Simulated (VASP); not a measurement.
# Bi2Pd (Froodite) with PBEsol: from relaxation to properties, part 2 of 7

Aim: relax Bi2Pd (Froodite), then compute properties on the relaxed cell. The start is a cell from a database of measured crystal structures.

VASP 6.6.1; PBEsol; plane waves and PAW (Bi_d, Pd).

So far. Step 2 (First try): The fault in the input: ionic step far too long (POTIM = 5.0 and IBRION = 3). Lower POTIM, or use IBRION = 2.

**3. Relaxing cell and atoms (PBEsol)**

The start need not lie at this functional's minimum. ISIF = 3 frees volume, shape and positions, and EDIFFG sets the threshold on forces and stress at which the search stops.

INCAR

```
SYSTEM = Bi2Pd
PREC = Accurate
ENCUT = 400
EDIFF = 1E-06
NELM = 100
ISMEAR = 1
SIGMA = 0.2
LREAL = .FALSE.
ALGO = Normal
GGA = PS
NBANDS = 49
LASPH = .TRUE.
LORBIT = 11
LWAVE = .FALSE.
LCHARG = .FALSE.
KPAR = 4
IBRION = 2
NSW = 60
ISIF = 3
EDIFFG = -0.01
```

POSCAR

```
Bi2Pd
1.0
    0.0000000000      4.2500000000      0.0000000000
   -1.2338515528      0.0000000000      5.5289994887
    6.3700000000     -2.1250000000      0.0000000000
Bi Pd
4 2
Direct
    0.1560000000      0.3210000000      0.3120000000
    0.8440000000      0.6790000000      0.6880000000
    0.5760000000      0.7960000000      0.1520000000
    0.4240000000      0.2040000000      0.8480000000
    0.2260000000      0.8200000000      0.4520000000
    0.7740000000      0.1800000000      0.5480000000
```

KPOINTS

```
Automatic mesh
0
Gamma
7 5 7
0 0 0
```

Potentials, in the order of the species: Bi_d and Pd (PBE family, release 64).

Run with:

```sh
$ mpirun -np 4 vasp_std
```

Log:

```text
[banner, memory and clock lines left out]
running    4 mpi-ranks, on    1 nodes
 distrk:  each k-point on    1 cores,    4 groups
 distr:  one band on    1 cores,    1 groups

 POSCAR found type information on POSCAR BiPd
 POSCAR found :  2 types and       6 ions
 [... a notice as in an earlier step ...]

 LDA part: xc-table for (Slater+PW92), standard interpolation
 POSCAR, INCAR and KPOINTS ok, starting setup
 FFT: planning ... GRIDC
 FFT: planning ... GRID_SOFT
 FFT: planning ... GRID
 WAVECAR not read
 entering main loop
       N       E                     dE             d eps       ncg     rms          rms(c)
[... 13 cycles as in an earlier step ...]
   1 F= -.30683787E+02 E0= -.30684547E+02  d E =-.306838E+02
 curvature:   0.00 expect dE= 0.000E+00 dE for cont linesearch  0.000E+00
 trial: gam= 0.00000 g(F)=  0.335E-01 g(S)=  0.369E-02 ort = 0.000E+00 (trialstep = 0.100E+01)
 search vector abs. value=  0.372E-01
 bond charge predicted
       N       E                     dE             d eps       ncg     rms          rms(c)
DAV:   1    -0.307331488487E+02   -0.49361E-01   -0.11184E+01  8311   0.157E+01    0.125E+00
DAV:   2    -0.307220708772E+02    0.11078E-01   -0.36953E-01  8600   0.446E+00    0.671E-01
DAV:   3    -0.307144389965E+02    0.76319E-02   -0.44600E-02  8136   0.169E+00    0.335E-01
DAV:   4    -0.307114114953E+02    0.30275E-02   -0.11462E-02  8622   0.918E-01    0.949E-02
DAV:   5    -0.307114009391E+02    0.10556E-04   -0.14587E-03  8410   0.249E-01    0.494E-02
DAV:   6    -0.307114065656E+02   -0.56265E-05   -0.14369E-04  8595   0.782E-02    0.139E-02
DAV:   7    -0.307114110137E+02   -0.44481E-05   -0.21024E-05  8261   0.334E-02    0.512E-03
DAV:   8    -0.307114108994E+02    0.11434E-06   -0.21631E-06  4404   0.139E-02
   2 F= -.30711411E+02 E0= -.30712470E+02  d E =-.276238E-01
[... from here on, the cycles between the ionic steps are left out ...]
   3 F= -.30719818E+02 E0= -.30721191E+02  d E =-.360312E-01
   4 F= -.30721024E+02 E0= -.30722526E+02  d E =-.120552E-02
   5 F= -.30723224E+02 E0= -.30724669E+02  d E =-.340579E-02
   6 F= -.30725090E+02 E0= -.30726470E+02  d E =-.186616E-02
   7 F= -.30725601E+02 E0= -.30726914E+02  d E =-.237668E-02
   8 F= -.30725609E+02 E0= -.30726934E+02  d E =-.238506E-02
   9 F= -.30726357E+02 E0= -.30727656E+02  d E =-.747745E-03
  10 F= -.30726565E+02 E0= -.30727843E+02  d E =-.955533E-03
  11 F= -.30727076E+02 E0= -.30728349E+02  d E =-.511218E-03
  12 F= -.30727126E+02 E0= -.30728398E+02  d E =-.561411E-03
  13 F= -.30727123E+02 E0= -.30728393E+02  d E =-.558104E-03
  14 F= -.30727435E+02 E0= -.30728736E+02  d E =-.312705E-03
  15 F= -.30727627E+02 E0= -.30728978E+02  d E =-.504603E-03
  16 F= -.30727985E+02 E0= -.30729381E+02  d E =-.357161E-03
  17 F= -.30728104E+02 E0= -.30729543E+02  d E =-.476181E-03
  18 F= -.30728143E+02 E0= -.30729626E+02  d E =-.399702E-04
  19 F= -.30728248E+02 E0= -.30729712E+02  d E =-.144518E-03
 curvature:  -0.77 expect dE=-0.508E-04 dE for cont linesearch -0.129E-07
 trial: gam= 0.15074 g(F)=  0.482E-04 g(S)=  0.181E-04 ort = 0.404E-05 (trialstep = 0.113E+01)
 search vector abs. value=  0.896E-04
 bond charge predicted
       N       E                     dE             d eps       ncg     rms          rms(c)
DAV:   1    -0.307282752931E+02   -0.26859E-04   -0.33768E-02  7709   0.804E-01    0.522E-02
DAV:   2    -0.307283411706E+02   -0.65877E-04   -0.14611E-03 10209   0.297E-01    0.309E-02
DAV:   3    -0.307283148744E+02    0.26296E-04   -0.61682E-05  9424   0.649E-02    0.154E-02
DAV:   4    -0.307283090589E+02    0.58155E-05   -0.24610E-05  8608   0.401E-02    0.395E-03
DAV:   5    -0.307283091266E+02   -0.67688E-07   -0.48986E-06  6943   0.176E-02
  20 F= -.30728309E+02 E0= -.30729789E+02  d E =-.610854E-04
 trial-energy change:   -0.000061  1 .order   -0.000061   -0.000076   -0.000047
 step:   2.9613(harm=  2.9613)  dis= 0.00246  next Energy=   -30.728347 (dE=-0.991E-04)
 reached required accuracy - stopping structural energy minimisation
```

It took 7.4 min on 4 MPI ranks of Intel Xeon 6975P-C (Granite Rapids), shared host; peak memory 1.7 GiB; 29 min of CPU time.

Parts of OUTCAR (step 3):

```text
ion  position               nearest neighbor table
   1  0.156  0.321  0.312-   5 2.77   6 2.82   6 2.82   5 3.15   2 3.50   2 3.50   4 3.58   4 3.58
                             3 3.62   3 3.62   4 3.62   3 3.74   3 3.74
   2  0.844  0.679  0.688-   6 2.77   5 2.82   5 2.82   6 3.15   1 3.50   1 3.50   3 3.58   3 3.58
                             4 3.62   4 3.62   3 3.62   4 3.74   4 3.74
   3  0.576  0.796  0.152-   5 2.84   5 2.84   6 2.95   4 3.32   4 3.49   2 3.58   2 3.58   1 3.62
                             1 3.62   2 3.62   1 3.74   1 3.74
   4  0.424  0.204  0.848-   6 2.84   6 2.84   5 2.95   3 3.32   3 3.49   1 3.58   1 3.58   2 3.62
                             2 3.62   1 3.62   2 3.74   2 3.74
   5  0.226  0.820  0.452-   1 2.77   2 2.82   2 2.82   3 2.84   3 2.84   6 2.92   6 2.92   4 2.95
                             1 3.15
   6  0.774  0.180  0.548-   2 2.77   1 2.82   1 2.82   4 2.84   4 2.84   5 2.92   5 2.92   3 2.95
                             2 3.15

  LATTYP: Found a base centered monoclinic cell.
 ALAT       =    12.7400000000
 B/A-ratio  =     0.3335949765
 C/A-ratio  =     0.4446624804
 COS(beta)  =    -0.2178025689

 Subroutine GETGRP returns: Found  4 space group operations
 (whereof  4 operations were pure point group operations)

The static configuration has the point symmetry C_2h.

 Found     72 irreducible k-points:

   k-points           NKPTS =     72   k-points in BZ     NKDIM =     72   number of bands    NBANDS=     49

   dimension x,y,z NGX =    28 NGY =   40 NGZ =   48
   dimension x,y,z NGXF=    56 NGYF=   80 NGZF=   96

   ENCUT  =  400.0 eV  29.40 Ry    5.42 a.u.   6.93  9.24 10.95*2*pi/ulx,y,z

   NELECT =      80.0000    total number of electrons

 k-points in reciprocal lattice and weights: Automatic mesh
   0.00000000  0.00000000  0.00000000       0.004
   0.14285714  0.00000000  0.00000000       0.016
   0.28571429  0.00000000  0.00000000       0.016
   0.42857143  0.00000000  0.00000000       0.016
   0.00000000  0.20000000  0.00000000       0.008
   0.14285714  0.20000000  0.00000000       0.016
   0.28571429  0.20000000  0.00000000       0.016
   0.42857143  0.20000000  0.00000000       0.016
  -0.42857143  0.20000000  0.00000000       0.016
[...]
0.00000000 -0.40000000  0.42857143       0.008
   0.00000000 -0.20000000  0.42857143       0.008

 average (electrostatic) potential at core
       1-102.1494       2-102.1494       3-102.0677       4-102.0677       5 -72.1039
       6 -72.1039

 E-fermi :   8.5787

 k-point     1 :       0.0000    0.0000    0.0000
  band No.  band energies     occupation
    ...
     35       6.3105      2.00000
     36       6.3181      2.00000
     37       6.6568      2.00000
     38       7.3005      2.00000
     39       8.4424      1.90665
     40       8.8413     -0.06879
     41       8.8635     -0.06174
     42      11.0407     -0.00000
     43      11.0667     -0.00000
     44      11.4448     -0.00000
    ...

 k-point     2 :       0.1429    0.0000    0.0000
  band No.  band energies     occupation
    ...
     35       6.2081      2.00000
     36       6.3752      2.00000
     37       6.4429      2.00000
     38       6.9316      2.00000
     39       7.6978      2.00000
     40       8.7211      0.07214
     41       9.1356     -0.00059
     42      10.2256     -0.00000
     43      10.4729     -0.00000
     44      11.4312     -0.00000
    ...

 k-point     3 :       0.2857    0.0000    0.0000
  band No.  band energies     occupation
    ...
     37       6.3633      2.00000
     38       6.7449      2.00000
     39       7.2596      2.00000
     40       7.9413      2.00006
     41       8.0444      2.00104
     42       9.3679     -0.00000
     43      10.3536     -0.00000
     44      10.9977     -0.00000
     45      11.4082     -0.00000
     46      12.3061     -0.00000
    ...

  Total        0.0113999     -0.0007191      0.0322140      0.0000000      0.0000000     -0.0056011
  in kB        0.1228507     -0.0077494      0.3471535      0.0000000      0.0000000     -0.0603602
  external PRESSURE =       0.1540850 kB  Pullay stress =       0.0000000 kB

  energy-cutoff  :      400.00
  volume of cell :      148.67
      direct lattice vectors                 reciprocal lattice vectors
     0.000000000  4.241460530  0.000000000     0.078583747  0.235767843  0.018140818
    -1.271760135  0.000000000  5.509105307     0.001222679  0.000000000  0.181799929
     6.372532453 -2.120730265 -0.042857906     0.157167494  0.000000000  0.036281636

 POSITION                                       TOTAL-FORCE (eV/Angst)
 -----------------------------------------------------------------------------------
      1.59563      0.00000      1.70923         0.002748     -0.000000     -0.003263
      3.50514      2.12073      3.75701        -0.002748      0.000000      0.003263
     -0.06734      2.12073      4.35770        -0.008813      0.000000      0.003366
      5.16811      0.00000      1.10855         0.008813     -0.000000     -0.003366
      1.80215      0.00000      4.55582         0.007096     -0.000000     -0.004855
      3.29862      2.12073      0.91043        -0.007096      0.000000      0.004855
 -----------------------------------------------------------------------------------
    total drift:                                0.000000     -0.000000      0.000000

  FREE ENERGIE OF THE ION-ELECTRON SYSTEM (eV)
  ---------------------------------------------------
  free  energy   TOTEN  =       -30.7283091266 eV

  energy  without entropy=      -30.7327484160  energy(sigma->0) =      -30.72978889

 reached required accuracy - stopping structural energy minimisation

 total charge
# of ion       s       p       d       tot
------------------------------------------
    1        1.535   1.286   9.942  12.762
    2        1.535   1.286   9.942  12.762
    3        1.525   1.319   9.932  12.777
    4        1.525   1.319   9.932  12.777
    5        0.459   0.474   8.600   9.533
    6        0.459   0.474   8.600   9.533
--------------------------------------------------
tot          7.039   6.157  56.948  70.144

[... 3 further parts left out ...]
```

CONTCAR:

```
Bi2Pd
   1.00000000000000
     0.0000000000000000    4.2414605300427528    0.0000000000000000
    -1.2717601345109328    0.0000000000000000    5.5091053067499622
     6.3725324534981924   -2.1207302650213764   -0.0428579061311931
  Bi              Pd
     4     2
Direct
     0.1563973809394135    0.3126895133852559    0.3127947618788271
     0.8436026190605864    0.6873104866147439    0.6872052381211730
     0.5737602749912494    0.7921465576615718    0.1475205499824987
     0.4262397250087508    0.2078534423384280    0.8524794500175016
     0.2242658675639502    0.8304505869720218    0.4485317351279004
     0.7757341324360497    0.1695494130279781    0.5514682648720995
```

The k-mesh is coarse for a metal. The PAW data sets were made with PBE, which is usual practice but a small mismatch for other functionals. The run keeps the 4 symmetry operations of its start, so it cannot find a distortion of lower symmetry.

Relaxation path:

| step | energy less that of the first step (eV) | largest force (eV/Å) | pressure (GPa) | volume (Å³) |
| --- | --- | --- | --- | --- |
| 1 | 0.0000 | 0.5136 | -0.26 | 149.68 |
| 2 | -0.0276 | 0.2856 | 0.12 | 148.82 |
| 3 | -0.0360 | 0.1330 | 0.57 | 147.99 |
| 4 | -0.0372 | 0.1023 | -0.76 | 149.94 |
| 5 | -0.0394 | 0.0667 | -0.18 | 149.07 |
| 6 | -0.0413 | 0.0468 | -0.07 | 148.82 |
| 7 | -0.0418 | 0.0477 | 0.06 | 148.54 |
| 8 | -0.0418 | 0.0449 | 0.07 | 148.59 |
| 9 | -0.0426 | 0.0382 | -0.07 | 148.76 |
| 10 | -0.0428 | 0.0365 | -0.16 | 148.87 |
| 11 | -0.0433 | 0.0303 | 0.02 | 148.58 |
| 12 | -0.0433 | 0.0283 | 0.08 | 148.46 |
| 13 | -0.0433 | 0.0273 | 0.12 | 148.42 |
| 14 | -0.0436 | 0.0182 | 0.09 | 148.49 |
| 15 | -0.0438 | 0.0189 | 0.02 | 148.63 |
| 16 | -0.0442 | 0.0168 | -0.05 | 148.75 |
| 17 | -0.0443 | 0.0176 | -0.12 | 148.89 |
| 18 | -0.0444 | 0.0203 | 0.15 | 148.48 |
| 19 | -0.0445 | 0.0154 | 0.02 | 148.66 |
| 20 | -0.0445 | 0.0094 | 0.02 | 148.67 |

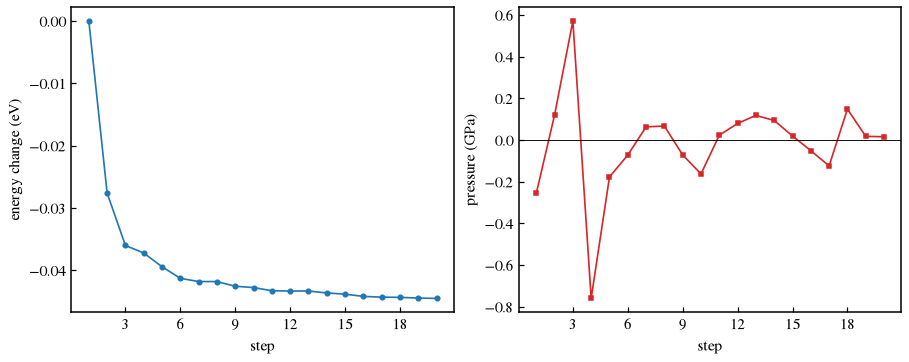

Energy and pressure along the relaxation.

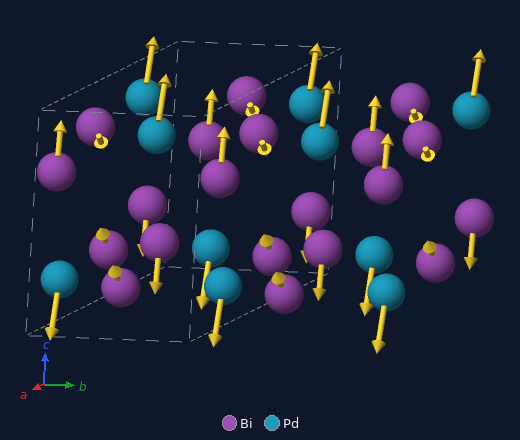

Displacements in the relaxation, exaggerated, measured against the changing cell; the longest in the cell stands for 0.07 Å. 1×2×1 conventional cells are drawn. Some periodic images of atoms are drawn too.

| cell as run | before | after | change |
| --- | --- | --- | --- |
| a (Å) | 4.250 | 4.241 | -0.2 % |
| b (Å) | 5.665 | 5.654 | -0.2 % |
| c (Å) | 6.715 | 6.716 | +0.0 % |
| α (°) | 101.92 | 102.69 | +0.7 % |
| β (°) | 108.45 | 108.41 | -0.0 % |
| volume (Å³/atom) | 24.95 | 24.78 | -0.7 % |

The atoms that moved most (Å, as changes of fractional coordinates times the final cell):

| atom | dx | dy | dz | length |
| --- | --- | --- | --- | --- |
| Pd5 | -0.035 | 0.000 | 0.058 | 0.068 |
| Pd6 | 0.035 | 0.000 | -0.058 | 0.068 |
| Bi1 | 0.016 | 0.000 | -0.046 | 0.048 |
| Bi2 | -0.016 | 0.000 | 0.046 | 0.048 |
| Bi4 | 0.024 | 0.000 | 0.021 | 0.032 |
| Bi3 | -0.024 | 0.000 | -0.021 | 0.032 |

Final coordinates:

```cif
data_structure
_symmetry_space_group_name_H-M 'P 1'
_symmetry_Int_Tables_number 1
_cell_length_a 4.2415
_cell_length_b 5.6540
_cell_length_c 6.7163
_cell_angle_alpha 102.688
_cell_angle_beta 108.407
_cell_angle_gamma 90.000
_cell_volume 148.67
loop_
_atom_site_label
_atom_site_type_symbol
_atom_site_fract_x
_atom_site_fract_y
_atom_site_fract_z
_atom_site_occupancy
Bi1 Bi 0.15640 0.31269 0.31279 1
Bi2 Bi 0.84360 0.68731 0.68721 1
Bi3 Bi 0.57376 0.79215 0.14752 1
Bi4 Bi 0.42624 0.20785 0.85248 1
Pd5 Pd 0.22427 0.83045 0.44853 1
Pd6 Pd 0.77573 0.16955 0.55147 1
```

This step gave:

```
electrons                       : 80
bands                           : 49
irreducible k-points            : 72
symmetry operations             : 4
free energy (TOTEN)             : -30.73 eV
energy at zero smearing         : -30.73 eV
Fermi energy                    : 8.579 eV
pressure                        : 0.01541 GPa
metallic                        : yes
SCF cycles over all ionic steps : 145
```

It ends with a largest force of 0.009 eV/Å and a pressure of 0.02 GPa. The volume lies -0.7 % from that of the database's start, which holds the thermal and zero-point expansion of its experiment.

(Part 2 of 7 ends here.)

[Lines on the potential files, build, host, timing and source positions are cut from VASP's logs without a mark.]

[Logs are printed without paths, hosts, clocks, repeated set-up lines and the standing remarks that a program may print on its own settings, such as how far it seeks lower states.]

[Hosts, paths, dates, database ids (printed as entryN), source tags and the programs' standing remarks are cut or masked in the printed files.]

[A measured line is paired with the nearest computed mode of its activity, which favours agreement.]
